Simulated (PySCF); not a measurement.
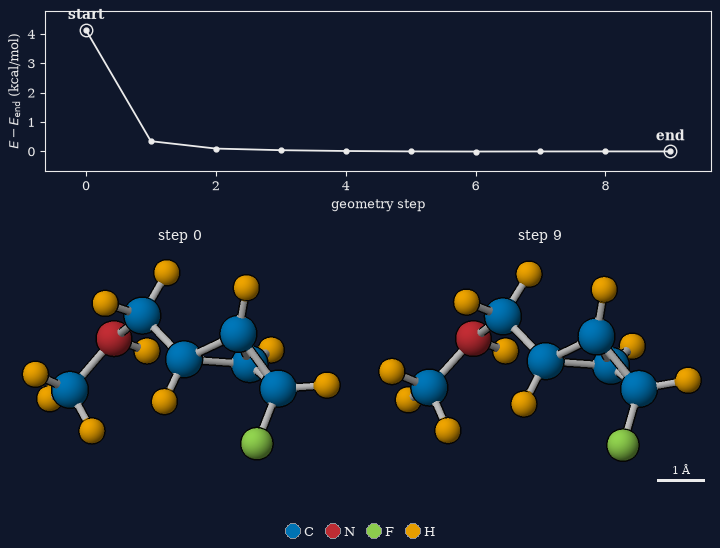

First and last geometry of a relaxation of C$_{6}$H$_{10}$FN, with the history of the run. A ball-and-stick model, seen at a tilt.

The start comes from GFN2-xTB. Its atoms were then displaced at random by about 0.01 Å.

Computed with PySCF 2.14.0, density-fitted response routines, PBE0-D3(BJ)/def2-SVP geometry optimisation, gas phase. 

### Read the history and describe the run.

It converged. The atom that moves furthest after the best rigid fit is the F atom (0.14 Å). Largest moves by element: F 0.14 Å, H 0.12 Å, C 0.08 Å, N 0.02 Å. Near-neighbour distances that change, for instance: C–C 1.478 → 1.516 Å, C–H 1.065 → 1.100 Å, C–C 1.529 → 1.496 Å, C–N 1.475 → 1.443 Å. Among the angles between lasting bonds that change: C–C–H 134.6° → 129.9°, C–C–H 133.9° → 130.2°, H–C–H 110.5° → 107.0°. The energy falls by 4.14 kcal/mol in 9 geometry steps.

```tsv
step	E − E(0), kcal/mol
0	0.00
1	-3.79
2	-4.04
3	-4.10
4	-4.12
5	-4.14
6	-4.14
7	-4.14
8	-4.14
9	-4.14
```
